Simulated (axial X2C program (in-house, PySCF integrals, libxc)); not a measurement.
## Run report: TiK, relativistic diatomic calculation

TiK, single determinant with Ω = 1/2. Computed at this level: PBE0, two-component X2C with atomic mean-field Coulomb and Gaunt terms, Ti dyall-cv3z, K dyall-cv3z (cores contracted) (axial X2C program (in-house, PySCF integrals, libxc)).

Input:
```
{"zs": [22, 19], "q": 0, "bas": ["dyall-cv3z", "dyall-cv3z"], "levels": ["PBE0", "HF", "r2SCAN0"], "cc": true, "r0": 3.32, "thr": -1.0, "nmax": 90, "npts": 10, "nst": 2, "ntry": 6}
```

The line is the task of a batch: nuclear charges, charge, bases, the levels to run, a first guess of the distance and further settings. This report covers PBE0 with spin-orbit coupling. The log is that of the reference distance 3.367 Å.

The run was one of a batch that the task file lists, launched with:
```bash
python <driver script> task.json out
```

The program's output:
```
two-component X2C + atomic mean field  PBE0
basis functions 214  fitting functions 1019  grid points 5809
iter        total energy     max residual
   1      -1454.904992790     1.03e+00
   2      -1455.307069620     3.81e-02
   3      -1455.311312628     1.48e-02
   4      -1455.313139048     1.40e-02
   5      -1455.313861432     3.44e-03
   6      -1455.313980046     2.29e-03
   7      -1455.314020330     1.07e-03
   8      -1455.314022919     1.04e-04
   9      -1455.314023291     1.05e-04
  10      -1455.314023602     4.09e-05
  11      -1455.314023723     2.45e-05
  12      -1455.314023738     8.49e-06
  13      -1455.314023741     3.96e-06
converged
one-electron -2129.98770313  Coulomb 685.04739338  exact exchange -18.57918940  xc functional -57.18398175  nuclear repulsion 65.69529972  atomic mean-field constant -0.30584255
```

The points of the curve:

```
R (Å)   E (hartree)  dipole (D; origin at the first atom, positive when the second is positive)  highest filled (eV)  lowest empty (eV)
2.929  −1455.309534                                                                        4.48                −3.13              −1.28
3.064  −1455.312072                                                                        4.50                −3.03              −1.30
3.165  −1455.313221                                                                        4.53                −2.97              −1.32
3.266  −1455.313842                                                                        4.57                −2.93              −1.34
3.367  −1455.314024                                                                        4.62                −2.89              −1.36
3.485  −1455.313790                                                                        4.69                −2.86              −1.38
3.603  −1455.313175                                                                        4.77                −2.84              −1.40
3.754  −1455.311976                                                                        4.84                −2.83              −1.43
3.939  −1455.310097                                                                        4.89                −2.83              −1.45
```

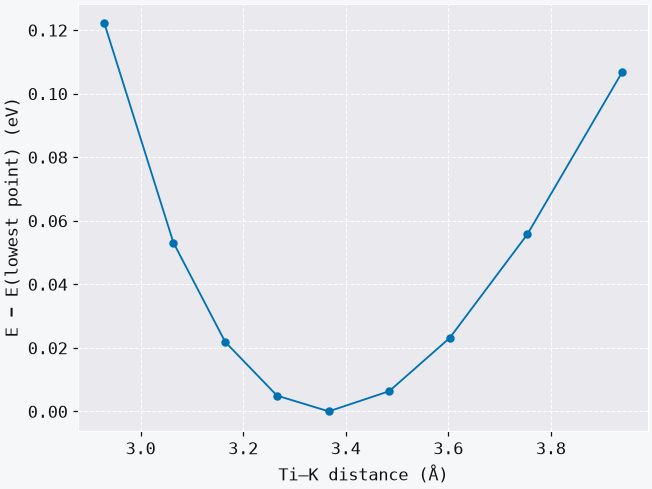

Fig. 1: Energy at 9 bond lengths, for one set of occupations held fixed; the line joins the points. A polynomial of degree 6 through 9 points gives rₑ = 3.365 Å, ωₑ = 110.1 cm⁻¹, ωₑxₑ = 0.42 cm⁻¹ and Bₑ = 0.06928 cm⁻¹. The minimum lies 0.59 eV below Ti + K, each computed as one determinant at the same level.

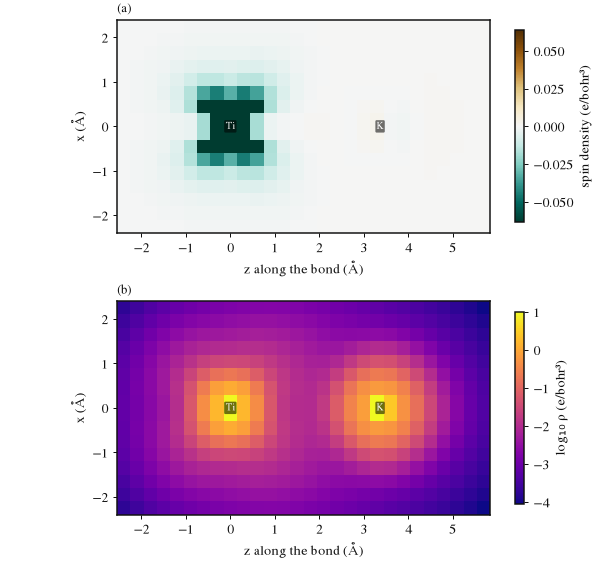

Fig. 2: (a) spin density; (b) electron density on a logarithmic scale, in a plane that holds the axis, at 3.37 Å, on points 0.3 Å apart (one half computed, the other mirrored); the structure near the nuclei is finer than these points.

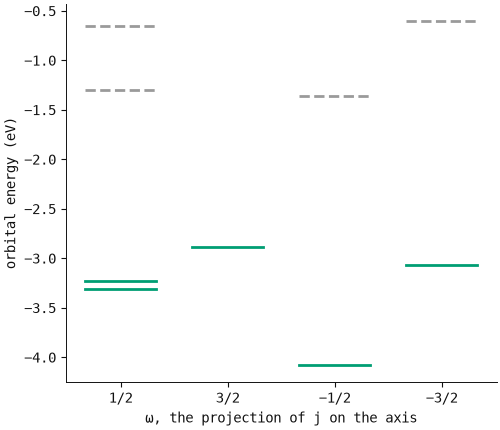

Fig. 3: Orbital energies near the frontier at 3.37 Å, filled (solid) and empty (dashed). The highest filled spinor (3/2; 100 % Ti d) lies at −2.89 eV, the lowest empty one (−1/2; 43 % K s, 32 % Ti p) at −1.36 eV.

Summary:

| quantity | value |
| --- | --- |
| outcome | converged |
| bond length rₑ | 3.365 Å |
| ωₑ | 110.1 cm⁻¹ |
| energy at the minimum | −1455.31402 hartree |
| depth below the fragments | 0.59 eV |
| hardware | 1 thread of Arm Neoverse V1, 24 GiB of memory available, shared host |
| wall time | 14 s |
| peak memory | 0.87 GiB |

Remarks:

Limits: 9 of the 10 points asked for were kept.
